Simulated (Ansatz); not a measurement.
Breaking the Be1–Br3 bond in BeBrCl (SMILES [Cl][Be][Br]) (multiplicity 1 held, fragments rigid). Energies count from the point at 1.957 Å.
Geometry at that point (charge 0, multiplicity 1):
```xyz
3

Be     0.0000     0.0000    -0.6760
Cl     0.0000     0.0000    -2.4787
Br     0.0000     0.0000     1.2812
```

Restricted levels (R-, RO-) in cc, def2 and unpolarised 6-31G sets keep to the state of the molecule at rest. U- levels take the lowest unrestricted solution at each point, which mixes spins at long bonds. Active spaces are followed from a long bond inwards. Curves can end on different states.

Correlated levels freeze the cores. Filled d and f shells under p-block atoms count as core.

Codes used: Ansatz (an electronic-structure program) with Gaussian orbitals. Values without a source in brackets are computed.

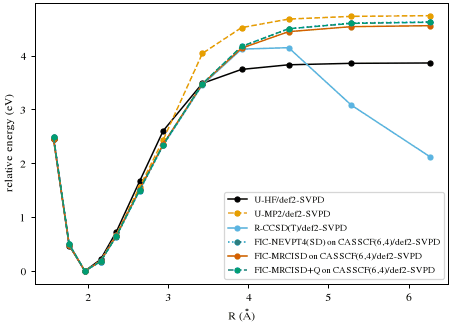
Figure: Relative energy along the coordinate

Doubts at one or more of the structures used: a spin-contaminated determinant (U-HF/def2-SVPD, U-MP2/def2-SVPD); a restricted determinant that unrestricted orbitals would lower (R-CCSD(T)/def2-SVPD); T1 above 0.05 (R-CCSD(T)/def2-SVPD); other coupled-cluster roots lie near (R-CCSD(T)/def2-SVPD); active orbitals that take no part (FIC-NEVPT4(SD) on CASSCF(6,4)/def2-SVPD, FIC-MRCISD on CASSCF(6,4)/def2-SVPD, FIC-MRCISD+Q on CASSCF(6,4)/def2-SVPD).
